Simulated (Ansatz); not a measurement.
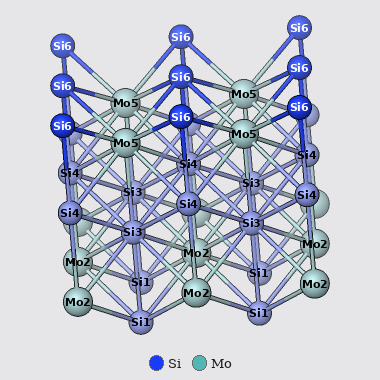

The system is C on a Si₂Mo(001) slab cut from the I4/mmm phase, its upper half relaxed before the scan (6 atoms of substrate and one adsorbate in a 1 × 1 cell); the picture shows it without the atoms that are moved over the map. C is moved over the surface cell; relaxed at each place: the height of the adsorbate's atoms; substrate rigid; the origin of the map has the adsorbate above Si6. Places are given modulo a cell vector. The map is drawn in real space over the plane of the surface. The scan uses an 8 × 8 grid; 15 points were computed and 49 follow by symmetry. All energies are given in eV relative to the lowest grid point. With one adsorbate in each 1 × 1 cell, its nearest image is 3.2 Å away, so neighbouring adsorbates interact. Theory: DFT PBE, scalar-relativistic, plane waves, PAW (Ansatz 0.2.0). Settings: cutoff 420 eV, k-mesh 8×8×1, gaussian smearing 0.1 eV, no spin polarisation.

Range: position of C7 along the first surface vector from 0.000 to 0.875; position of C7 along the second surface vector from 0.000 to 0.875.

**Predict the map.**

The lowest grid point is at a bridge site between two Si atoms, (0/8, 4/8) of the cell vectors; the map holds 2 wells of about this depth. No other kind of well shows on this grid. The highest grid point, the top site over a surface Si atom, (0/8, 0/8) of the cell vectors, lies 3.52 eV above the lowest. On the interpolated surface the easiest way out of the lowest well to a well of about the same depth near a bridge site between two Si atoms, (4/8, 0/8) of the cell vectors passes a barrier of about 2.1 eV. At the lowest point the adsorbate has 2 Si at 1.72 Å as nearest neighbours, at the highest 1 Si at 1.84 Å. Its relaxed height above the top atom is 0.60 Å at the lowest and 1.84 Å at the highest point.

| second ↓, first → | 0/8 | 1/8 | 2/8 | 3/8 | 4/8 | 5/8 | 6/8 | 7/8 |
| --- | --- | --- | --- | --- | --- | --- | --- | --- |
| 7/8 | 3.48 | 3.44 | 3.24 | 2.24 | 0.22 | 2.24 | 3.24 | 3.44 |
| 6/8 | 3.26 | 3.24 | 3.10 | 2.22 | 1.05 | 2.22 | 3.10 | 3.24 |
| 5/8 | 2.25 | 2.24 | 2.22 | 2.14 | 2.01 | 2.14 | 2.22 | 2.24 |
| 4/8 | 0.00 | 0.22 | 1.05 | 2.01 | 2.43 | 2.01 | 1.05 | 0.22 |
| 3/8 | 2.25 | 2.24 | 2.22 | 2.14 | 2.01 | 2.14 | 2.22 | 2.24 |
| 2/8 | 3.26 | 3.24 | 3.10 | 2.22 | 1.05 | 2.22 | 3.10 | 3.24 |
| 1/8 | 3.48 | 3.44 | 3.24 | 2.24 | 0.22 | 2.24 | 3.24 | 3.44 |
| 0/8 | 3.52 | 3.48 | 3.26 | 2.25 | 0.00 | 2.25 | 3.26 | 3.48 |

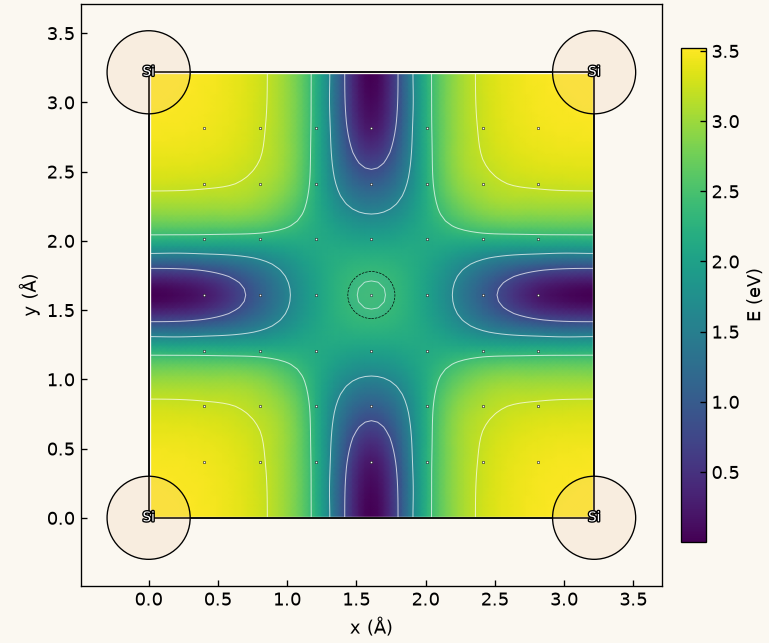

Drawn: a smooth colour map with a few white contour lines, dots at the grid points, labelled circles for the atoms of the top layer and small ones for the second layer, the outline of one cell of the plane. Between grid points the surface is interpolated.

Each point was launched as `ansatz run input.yaml --threads 1 --pin off --max-ram 3072MiB --backend cpu --events-out ev --progress --plain --runs-dir out`. Time for the 15 points that were run: 8.6 min on 1 thread of Intel(R) Xeon(R) 6975P-C (Granite Rapids), on a shared host.

PAW datasets: the set soft_1.
